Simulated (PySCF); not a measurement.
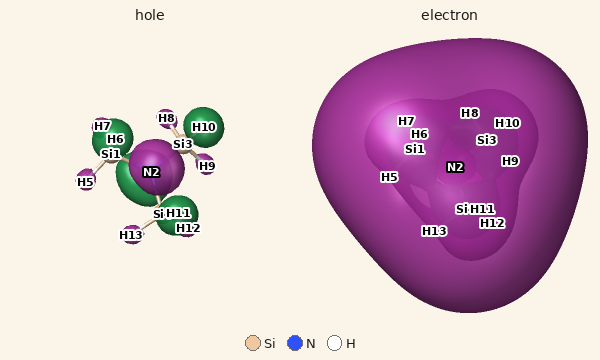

Figure 1: H9NSi3, SMILES `[SiH3]N([SiH3])[SiH3]`. Leading natural transition orbital pair of S₂ (TDA singlet states); the surfaces enclose about 78 % of each orbital's density.

Level of theory: PBE0/6-311+G** (PySCF), at a geometry from GFN2-xTB. No frequency check shows the geometry to be a minimum.

Cartesian coordinates (Å):

```
Si1      1.6766    0.4611   -0.0128
N2       0.0003    0.0000    0.1286
Si3     -1.2377    1.2212   -0.0127
Si4     -0.4390   -1.6823   -0.0126
H5       2.4744   -0.5674    0.6511
H6       2.0633    0.5668   -1.4246
H7       1.8359    1.7534    0.6511
H8      -0.7456    2.4267    0.6510
H9      -2.4362    0.7134    0.6512
H10     -1.5236    1.5023   -1.4245
H11     -0.5408   -2.0701   -1.4245
H12     -1.7286   -1.8589    0.6512
H13      0.6006   -2.4664    0.6511
```

Give its energy and the atoms that hole and electron lie on.

Answer. 6.79 eV (183 nm), f = 0.065, diffuse (Rydberg-like) orbital; the leading pair carries 100 %; hole on N2 (47 %), Si1, Si3 and Si4 (9 % each) and H6, H10 and H11 (6 % each), electron on Si1, Si3 and Si4 (19 % each) (atom shares of so diffuse an orbital are rough); their centroids lie 0.0 Å apart. In canonical orbitals it is mainly HOMO → LUMO+1 (99 %). The HOMO–LUMO gap is 7.06 eV.
